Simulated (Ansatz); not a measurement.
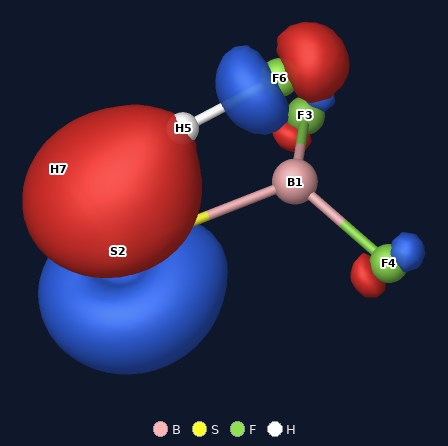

Figure. BF₂HS···HF. The HOMO at ±0.2 Å⁻³ᐟ² (red and blue are the two phases), seen from one side.

A transition-state structure; geometry: PBE0-D4/def2-TZVP.

All numbers below come from Ansatz, RKS PBE0-D4/def2-TZVPP.

```xyz
7

B    -0.5994   -0.1670   -0.3079
S     0.9073    1.1253   -0.1397
F    -0.3368   -1.2459   -1.0402
F    -1.7791    0.4329   -0.4287
H     0.3884    0.1986    1.1623
F    -0.4288   -0.5755    1.2414
H     1.8484    0.2314   -0.4873
```

Q: Describe this orbital and give its energy.

A: It lies mainly on S2 (about 70 %), F6 (about 10 %) and H5 (about 10 %); largely a lone pair of S2. Its energy is −9.16 eV.
